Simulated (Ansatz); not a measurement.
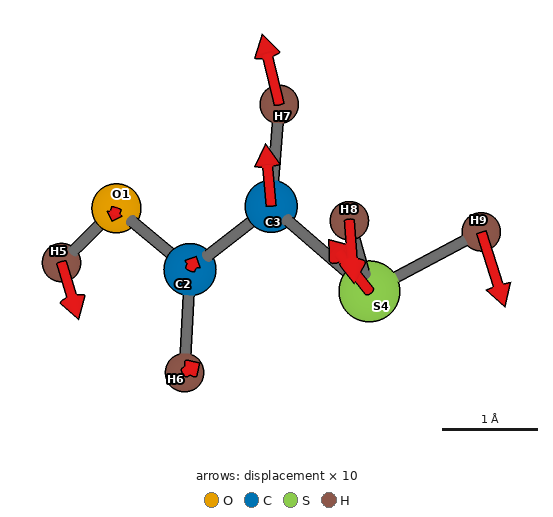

A relaxation of C$_{2}$H$_{5}$OS (charge +1). The starting structure is drawn; red arrows show the displacements, magnified 10 times. The two geometries are superimposed by the best rigid fit.

A ball-and-stick model, seen from a free direction.

The run prepares an end point of a later path (hydrogen shift) calculation, from a guessed geometry.

Computed with RKS PBE0/6-31G* in Ansatz 0.2.0. Settings: no spin polarisation; force threshold 0.02 eV/Å; at most 50 steps.

### Describe the change and its energy.

The largest moves after the best rigid fit, 0.084 Å, are those of S4 and H9. Largest moves by element: H 0.084 Å, S 0.084 Å, C 0.068 Å, O 0.016 Å. Among the contacts that change: C3–S4 1.772 → 1.733 Å, C2–C3 1.344 → 1.354 Å, C3–H7 1.077 → 1.084 Å. Among the angles between lasting bonds that change: C3–S4–H8 98.9° → 104.2°, C2–C3–S4 119.8° → 116.3°, H8–S4–H9 92.1° → 94.4°. Over 5 geometry steps the energy falls by 1.61 kcal/mol. The largest force component goes from 0.76 to 0.0058 eV/Å. Cost: 17 s on 1 thread of Arm Neoverse V2, on a shared host, peak memory 0.14 GiB.
